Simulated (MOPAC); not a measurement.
# SiNHF3: geometry relaxation (part 1 of 3)

The run: geometry relaxation of SiNHF3, multiplicity 2. Method and program: PM6-D3H4, unrestricted, dispersion D3H4 (MOPAC 23.2.5).

The atoms were displaced at random from an optimised geometry.

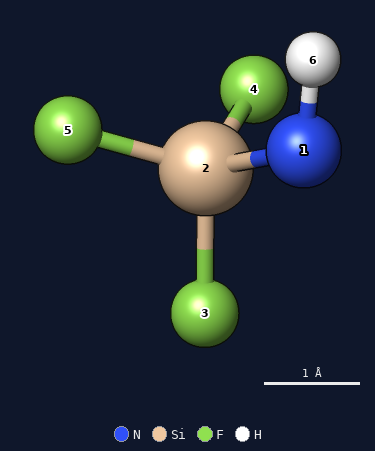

Fig. 1: The starting structure (ball-and-stick view, seen at an oblique angle; atoms are numbered from 1 in the order of the input). Bond lengths as drawn: F–Si 1.55 to 1.58 Å, H–N 1.02 Å and N–Si 1.73 Å.

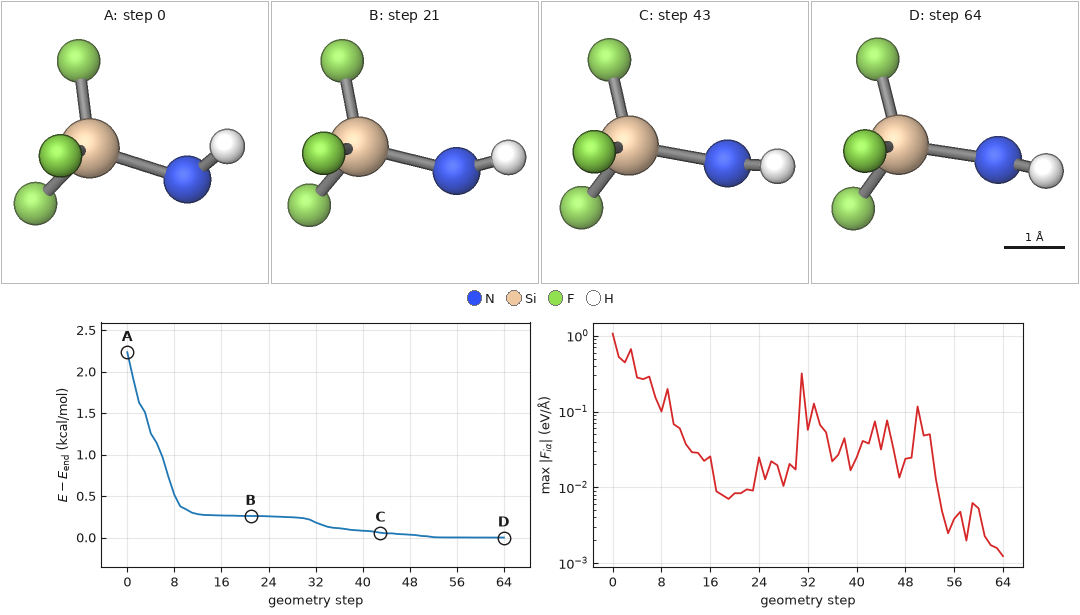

Fig. 2: Frames of the relaxation (ball-and-stick view, seen at a tilt) above the curves, on which the letters mark them (steps are counted from 0).

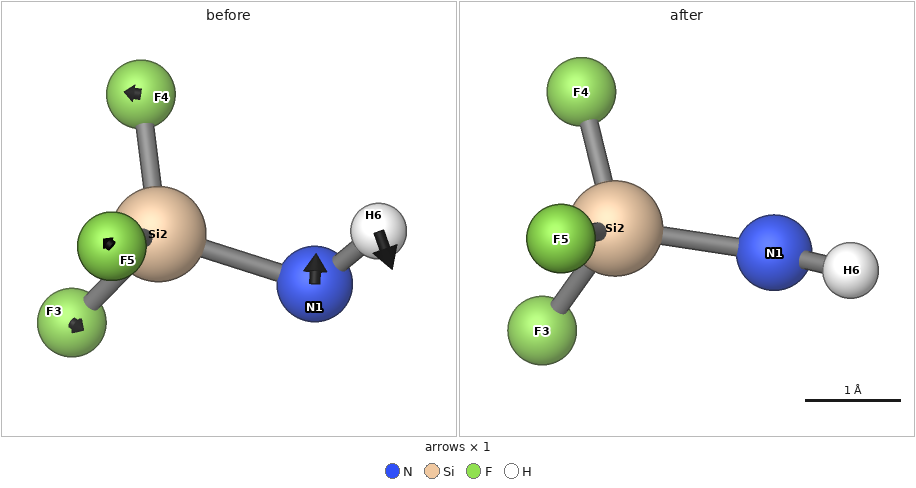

Fig. 3: Before (left) and after (right) the relaxation, at one scale (ball-and-stick view, seen at a tilt). The black arrows give the displacements, at true length. After 64 geometry steps the energy has fallen by 2.23 kcal/mol. The largest force component goes from 1.1 to 0.0012 eV/Å. The atom that moves furthest after the best rigid fit is H6 (0.44 Å). Largest moves by element: H 0.44 Å, N 0.33 Å, F 0.19 Å, Si 0.06 Å. Among the contacts that change: N1–Si2 1.733 → 1.701 Å, N1–H6 1.017 → 0.992 Å, Si2–F3 1.585 → 1.561 Å, Si2–F5 1.548 → 1.555 Å. Among the angles that change: Si2–N1–H6 115.0° → 140.8°, N1–Si2–F5 110.4° → 115.8°, F4–Si2–F5 110.2° → 105.7°. (Atoms are counted from 1 in the order of the input.)

These pictures come from the run below.

## Input (mol.mop)
```
PM6-D3H4 CYCLES=300 GRADIENTS BONDS DISP GNORM=0.05 AUX(PRECISION=6) T=10M THREADS=1
optimise of F3HNSi

N     -0.965703     0.611579     0.718194
Si     0.199208    -0.098051    -0.350232
F     -0.096283     0.389120    -1.828880
F      0.118848    -1.661566    -0.343474
F      1.627486     0.364566     0.026354
H     -0.879459     0.335238     1.693426
```

Launched with:
```bash
mopac mol.mop
```

## The program's output
```
MOPAC v23.2.5
PM6-D3H4 CALCULATION RESULTS

 *  PM6-D3H4   - CORRECT DISPERSION AND HYDROGEN BOND TERMS USING THE D3H4 METHOD
 *  THREADS=1  - MULTI-THREADING NOT USED
 *  CYCLES=    - DO A MAXIMUM OF 300 STEPS
 *  GNORM      - EXIT WHEN GRADIENT NORM DROPS BELOW 0.050
 *  AUX        - OUTPUT AUXILIARY INFORMATION
 *  GRADIENTS  - ALL GRADIENTS TO BE PRINTED
 *  DISP       - PRINT DISPERSION AND HYDROGEN BOND ENERGIES
 *  BONDS      - FINAL BOND-ORDER MATRIX TO BE PRINTED
PM6-D3H4 CYCLES=300 GRADIENTS BONDS DISP GNORM=0.05 AUX(PRECISION=6) T=10M THREADS=1
 optimise of F3HNSi

   ATOM   CHEMICAL          X               Y               Z
  NUMBER   SYMBOL      (ANGSTROMS)     (ANGSTROMS)     (ANGSTROMS)

     1       N         -0.96570300  *   0.61157900  *   0.71819400  *
     2      Si          0.19920800  *  -0.09805100  *  -0.35023200  *
     3       F         -0.09628300  *   0.38912000  *  -1.82888000  *
     4       F          0.11884800  *  -1.66156600  *  -0.34347400  *
     5       F          1.62748600  *   0.36456600  *   0.02635400  *
     6       H         -0.87945900  *   0.33523800  *   1.69342600  *

          CARTESIAN COORDINATES

    NO.       ATOM           X           Y           Z

     1         N         -0.9657      0.6116      0.7182
     2        Si          0.1992     -0.0981     -0.3502
     3         F         -0.0963      0.3891     -1.8289
     4         F          0.1188     -1.6616     -0.3435
     5         F          1.6275      0.3646      0.0264
     6         H         -0.8795      0.3352      1.6934

           Empirical Formula: H N Si F3  =     6 atoms

      MOLECULAR POINT GROUP   :   C1

          UHF CALCULATION, NO. OF ALPHA ELECTRONS =   16
                           NO. OF BETA  ELECTRONS =   15

          Geometry optimization using EF

          DIAGONAL MATRIX USED AS START HESSIAN

 CYCLE:     1 TIME:   0.008 TIME LEFT: 10.00M  GRAD.:    32.148 HEAT: -243.5098
 CYCLE:     2 TIME:   0.016 TIME LEFT: 10.00M  GRAD.:    22.125 HEAT: -243.8258
 CYCLE:     3 TIME:   0.000 TIME LEFT: 10.00M  GRAD.:    17.782 HEAT: -244.1175
 CYCLE:     4 TIME:   0.008 TIME LEFT: 10.00M  GRAD.:    22.864 HEAT: -244.2325
 CYCLE:     5 TIME:   0.000 TIME LEFT: 10.00M  GRAD.:    11.984 HEAT: -244.4899
 CYCLE:     6 TIME:   0.000 TIME LEFT: 10.00M  GRAD.:    12.364 HEAT: -244.6042
 CYCLE:     7 TIME:   0.008 TIME LEFT: 10.00M  GRAD.:    11.105 HEAT: -244.7767
 CYCLE:     8 TIME:   0.000 TIME LEFT: 10.00M  GRAD.:     6.698 HEAT: -245.0152
 CYCLE:     9 TIME:   0.008 TIME LEFT: 10.00M  GRAD.:     5.331 HEAT: -245.2295
 CYCLE:    10 TIME:   0.000 TIME LEFT: 10.00M  GRAD.:     6.355 HEAT: -245.3685
 CYCLE:    11 TIME:   0.000 TIME LEFT: 10.00M  GRAD.:     3.981 HEAT: -245.4046
 CYCLE:    12 TIME:   0.008 TIME LEFT: 10.00M  GRAD.:     2.909 HEAT: -245.4451
 CYCLE:    13 TIME:   0.000 TIME LEFT: 10.00M  GRAD.:     1.563 HEAT: -245.4629
 CYCLE:    14 TIME:   0.008 TIME LEFT: 10.00M  GRAD.:     1.268 HEAT: -245.4721
 CYCLE:    15 TIME:   0.000 TIME LEFT: 10.00M  GRAD.:     1.196 HEAT: -245.4738
 CYCLE:    16 TIME:   0.008 TIME LEFT: 10.00M  GRAD.:     0.946 HEAT: -245.4767
 CYCLE:    17 TIME:   0.000 TIME LEFT: 10.00M  GRAD.:     0.899 HEAT: -245.4783
 CYCLE:    18 TIME:   0.008 TIME LEFT: 10.00M  GRAD.:     0.417 HEAT: -245.4802
 CYCLE:    19 TIME:   0.000 TIME LEFT: 10.00M  GRAD.:     0.393 HEAT: -245.4806
 CYCLE:    20 TIME:   0.008 TIME LEFT: 10.00M  GRAD.:     0.314 HEAT: -245.4832
 CYCLE:    21 TIME:   0.000 TIME LEFT: 10.00M  GRAD.:     0.439 HEAT: -245.4841
 CYCLE:    22 TIME:   0.008 TIME LEFT: 10.00M  GRAD.:     0.421 HEAT: -245.4847
 CYCLE:    23 TIME:   0.008 TIME LEFT: 10.00M  GRAD.:     0.498 HEAT: -245.4855
 CYCLE:    24 TIME:   0.000 TIME LEFT: 10.00M  GRAD.:     0.496 HEAT: -245.4861
 CYCLE:    25 TIME:   0.008 TIME LEFT: 10.00M  GRAD.:     1.198 HEAT: -245.4885
 CYCLE:    26 TIME:   0.000 TIME LEFT: 10.00M  GRAD.:     0.617 HEAT: -245.4918
 CYCLE:    27 TIME:   0.008 TIME LEFT: 10.00M  GRAD.:     0.956 HEAT: -245.4939
 CYCLE:    28 TIME:   0.008 TIME LEFT: 10.00M  GRAD.:     0.714 HEAT: -245.4976
 CYCLE:    29 TIME:   0.000 TIME LEFT: 10.00M  GRAD.:     0.519 HEAT: -245.4998
 CYCLE:    30 TIME:   0.008 TIME LEFT: 10.00M  GRAD.:     0.908 HEAT: -245.5045
 CYCLE:    31 TIME:   0.008 TIME LEFT: 10.00M  GRAD.:     0.789 HEAT: -245.5118
 CYCLE:    32 TIME:   0.023 TIME LEFT: 10.00M  GRAD.:    10.636 HEAT: -245.5283
 CYCLE:    33 TIME:   0.008 TIME LEFT: 10.00M  GRAD.:     2.847 HEAT: -245.5623
 CYCLE:    34 TIME:   0.000 TIME LEFT: 10.00M  GRAD.:     4.617 HEAT: -245.5889
 CYCLE:    35 TIME:   0.008 TIME LEFT: 10.00M  GRAD.:     2.549 HEAT: -245.6140
 CYCLE:    36 TIME:   0.000 TIME LEFT: 10.00M  GRAD.:     1.770 HEAT: -245.6270
 CYCLE:    37 TIME:   0.000 TIME LEFT: 10.00M  GRAD.:     0.965 HEAT: -245.6319
 CYCLE:    38 TIME:   0.008 TIME LEFT: 10.00M  GRAD.:     0.860 HEAT: -245.6409
 CYCLE:    39 TIME:   0.008 TIME LEFT: 10.00M  GRAD.:     1.616 HEAT: -245.6523
 CYCLE:    40 TIME:   0.000 TIME LEFT: 10.00M  GRAD.:     0.859 HEAT: -245.6571
 CYCLE:    41 TIME:   0.008 TIME LEFT: 10.00M  GRAD.:     0.933 HEAT: -245.6626
 CYCLE:    42 TIME:   0.008 TIME LEFT: 10.00M  GRAD.:     1.738 HEAT: -245.6657
 CYCLE:    43 TIME:   0.000 TIME LEFT: 10.00M  GRAD.:     1.451 HEAT: -245.6742
 CYCLE:    44 TIME:   0.008 TIME LEFT: 10.00M  GRAD.:     2.736 HEAT: -245.6862
 CYCLE:    45 TIME:   0.008 TIME LEFT: 10.00M  GRAD.:     1.548 HEAT: -245.6940
 CYCLE:    46 TIME:   0.000 TIME LEFT: 10.00M  GRAD.:     2.923 HEAT: -245.6943
 CYCLE:    47 TIME:   0.008 TIME LEFT: 10.00M  GRAD.:     1.105 HEAT: -245.7023
 CYCLE:    48 TIME:   0.000 TIME LEFT: 10.00M  GRAD.:     0.506 HEAT: -245.7056
 CYCLE:    49 TIME:   0.008 TIME LEFT: 10.00M  GRAD.:     1.069 HEAT: -245.7102
 CYCLE:    50 TIME:   0.008 TIME LEFT: 10.00M  GRAD.:     1.044 HEAT: -245.7145
 CYCLE:    51 TIME:   0.016 TIME LEFT: 10.00M  GRAD.:     4.475 HEAT: -245.7253
 CYCLE:    52 TIME:   0.008 TIME LEFT: 10.00M  GRAD.:     1.585 HEAT: -245.7292
 CYCLE:    53 TIME:   0.000 TIME LEFT: 10.00M  GRAD.:     1.651 HEAT: -245.7399
 CYCLE:    54 TIME:   0.008 TIME LEFT: 10.00M  GRAD.:     0.415 HEAT: -245.7427
 CYCLE:    55 TIME:   0.000 TIME LEFT: 10.00M  GRAD.:     0.215 HEAT: -245.7432
 CYCLE:    56 TIME:   0.000 TIME LEFT: 10.00M  GRAD.:     0.124 HEAT: -245.7434
 CYCLE:    57 TIME:   0.008 TIME LEFT: 10.00M  GRAD.:     0.156 HEAT: -245.7435
 CYCLE:    58 TIME:   0.000 TIME LEFT: 10.00M  GRAD.:     0.182 HEAT: -245.7437
 CYCLE:    59 TIME:   0.008 TIME LEFT: 10.00M  GRAD.:     0.092 HEAT: -245.7438
 CYCLE:    60 TIME:   0.000 TIME LEFT: 10.00M  GRAD.:     0.250 HEAT: -245.7444
 CYCLE:    61 TIME:   0.008 TIME LEFT:  9.99M  GRAD.:     0.213 HEAT: -245.7444
 CYCLE:    62 TIME:   0.000 TIME LEFT:  9.99M  GRAD.:     0.098 HEAT: -245.7445
 CYCLE:    63 TIME:   0.008 TIME LEFT:  9.99M  GRAD.:     0.069 HEAT: -245.7446
 CYCLE:    64 TIME:   0.000 TIME LEFT:  9.99M  GRAD.:     0.062 HEAT: -245.7447
 CYCLE:    65 TIME:   0.000 TIME LEFT:  9.99M  GRAD.:     0.049 HEAT: -245.7447

     GRADIENT =  0.04897 IS LESS THAN CUTOFF =  0.05000

 -------------------------------------------------------------------------------
 PM6-D3H4 CYCLES=300 GRADIENTS BONDS DISP GNORM=0.05 AUX(PRECISION=6) T=10M THREADS=1
 optimise of F3HNSi

     GEOMETRY OPTIMISED USING EIGENVECTOR FOLLOWING (EF).
     SCF FIELD WAS ACHIEVED

                              PM6-D3H4 CALCULATION

          FINAL HEAT OF FORMATION =       -245.74477 KCAL/MOL =   -1028.19611 KJ/MOL

          TOTAL ENERGY            =     -38835.45206 KCAL/MOL = ELECTRONIC ENERGY + CORE-CORE REPULSION
          ENERGY OF ATOMS         =      38589.90358 KCAL/MOL
                              SUM =       -245.54849 KCAL/MOL
          DISPERSION ENERGY       =         -0.19628 KCAL/MOL
                              SUM =       -245.74477 KCAL/MOL = FINAL HEAT OF FORMATION

          TOTAL ENERGY            =      -1684.06459 EV
          ELECTRONIC ENERGY       =      -3746.58841 EV
          CORE-CORE REPULSION     =       2062.52382 EV
          COSMO AREA              =        100.75 SQUARE ANGSTROMS
          COSMO VOLUME            =         86.72 CUBIC ANGSTROMS

          GRADIENT NORM           =          0.04897          =       0.01999 PER ATOM
          IONIZATION POTENTIAL    =         10.510795 EV
          ALPHA SOMO LUMO (EV)    =        -11.743  0.391
          BETA  SOMO LUMO (EV)    =        -10.511 -2.253
          NO. OF ALPHA ELECTRONS  =         16
          NO. OF BETA  ELECTRONS  =         15
          MOLECULAR WEIGHT        =        100.0953         POINT GROUP:  Cs

          MOLECULAR DIMENSIONS (Angstroms)

            Atom       Atom       Distance
            H     6    F     3     3.52668
            F     4    F     5     2.47444
            H     6    F     4     1.92636

          SCF CALCULATIONS        =         72

          WALL-CLOCK TIME         =      0.328 SECONDS
          COMPUTATION TIME        =      0.320 SECONDS

       FINAL  POINT  AND  DERIVATIVES

   PARAMETER     ATOM    TYPE            VALUE        GRADIENT
      1          1  N    CARTESIAN X    -0.990604     -0.005145  KCAL/ANGSTROM
      2          1  N    CARTESIAN Y     0.450620      0.002212  KCAL/ANGSTROM
      3          1  N    CARTESIAN Z     0.746150      0.013351  KCAL/ANGSTROM
      4          2 Si    CARTESIAN X     0.188948      0.018643  KCAL/ANGSTROM
      5          2 Si    CARTESIAN Y    -0.108898     -0.028505  KCAL/ANGSTROM
      6          2 Si    CARTESIAN Z    -0.344051      0.002528  KCAL/ANGSTROM
      7          3  F    CARTESIAN X    -0.108956     -0.002496  KCAL/ANGSTROM
      8          3  F    CARTESIAN Y     0.462295      0.008242  KCAL/ANGSTROM
      9          3  F    CARTESIAN Z    -1.766068     -0.003559  KCAL/ANGSTROM
     10          4  F    CARTESIAN X     0.184142      0.000967  KCAL/ANGSTROM
     11          4  F    CARTESIAN Y    -1.668748     -0.008777  KCAL/ANGSTROM
     12          4  F    CARTESIAN Z    -0.359295     -0.001631  KCAL/ANGSTROM
     13          5  F    CARTESIAN X     1.654042     -0.011583  KCAL/ANGSTROM
     14          5  F    CARTESIAN Y     0.303749      0.025693  KCAL/ANGSTROM
     15          5  F    CARTESIAN Z    -0.027676     -0.004568  KCAL/ANGSTROM
     16          6  H    CARTESIAN X    -1.076222     -0.000388  KCAL/ANGSTROM
     17          6  H    CARTESIAN Y     0.970055      0.001136  KCAL/ANGSTROM
     18          6  H    CARTESIAN Z     1.587142     -0.006120  KCAL/ANGSTROM

   ATOM   CHEMICAL          X               Y               Z
  NUMBER   SYMBOL      (ANGSTROMS)     (ANGSTROMS)     (ANGSTROMS)

     1       N         -0.99060426  *   0.45061996  *   0.74614997  *
     2      Si          0.18894799  *  -0.10889794  *  -0.34405139  *
     3       F         -0.10895619  *   0.46229478  *  -1.76606782  *
     4       F          0.18414164  *  -1.66874772  *  -0.35929480  *
     5       F          1.65404172  *   0.30374919  *  -0.02767575  *
     6       H         -1.07622173  *   0.97005542  *   1.58714195  *

                             CARTESIAN COORDINATES

   1    N       -0.990604262     0.450619958     0.746149975
   2   Si        0.188947992    -0.108897936    -0.344051388
   3    F       -0.108956189     0.462294781    -1.766067823
   4    F        0.184141638    -1.668747718    -0.359294798
   5    F        1.654041719     0.303749192    -0.027675755
   6    H       -1.076221733     0.970055423     1.587141946

           Empirical Formula: H N Si F3  =     6 atoms

      MOLECULAR POINT GROUP   :   Cs

          ALPHA EIGENVALUES
 -41.41165 -41.39074 -40.97587 -29.36088 -18.57605 -16.57996 -16.53075 -16.44656
 -16.16798 -15.82326 -15.78000 -15.70557 -15.47553 -15.05008 -13.05717 -11.74277
   0.39054   0.86975   1.11616   1.27103   1.31654   1.54315   3.33925   4.23427
   4.27259   5.92835

           BETA EIGENVALUES
 -41.41070 -41.37423 -40.95999 -27.12246 -18.33127 -16.58055 -16.51221 -16.43895
 -15.86689 -15.83023 -15.76817 -15.56738 -15.21074 -15.05547 -10.51079  -2.25291
   0.61195   0.93264   1.19307   1.35402   1.63059   2.37241   3.76178   4.23294
   4.28994   6.39687

              NET ATOMIC CHARGES AND DIPOLE CONTRIBUTIONS

  ATOM NO.   TYPE          CHARGE      No. of ELECS.   s-Pop       p-Pop       d-Pop
    1          N          -0.323445        5.3234     1.62045     3.70299
    2         Si           0.775167        3.2248     0.78184     0.91275     1.53024
    3          F          -0.237621        7.2376     1.92871     5.30891
    4          F          -0.236695        7.2367     1.92849     5.30821
    5          F          -0.233087        7.2331     1.92826     5.30483
    6          H           0.255683        0.7443     0.74432
 DIPOLE           X         Y         Z       TOTAL
 POINT-CHG.    -1.016     1.115     1.964     2.477
 HYBRID         0.538     0.085     0.051     0.548
 SUM           -0.478     1.201     2.015     2.394

          ATOMIC ORBITAL ELECTRON POPULATIONS

     Atom    s        px        py        pz      x^2-y^2     xz        z^2       yz        xy
    1  N   1.62045   1.54917   1.02209   1.13173
    2 Si   0.78184   0.31441   0.28054   0.31780   0.36075   0.28606   0.33985   0.29033   0.25326
    3  F   1.92871   1.85701   1.81865   1.63325
    4  F   1.92849   1.86717   1.58335   1.85769
    5  F   1.92826   1.61257   1.84231   1.84995
    6  H   0.74432

                    (SZ)    =    0.500000
                    (S**2)  =    0.760927

          ATOMIC ORBITAL SPIN POPULATIONS
```
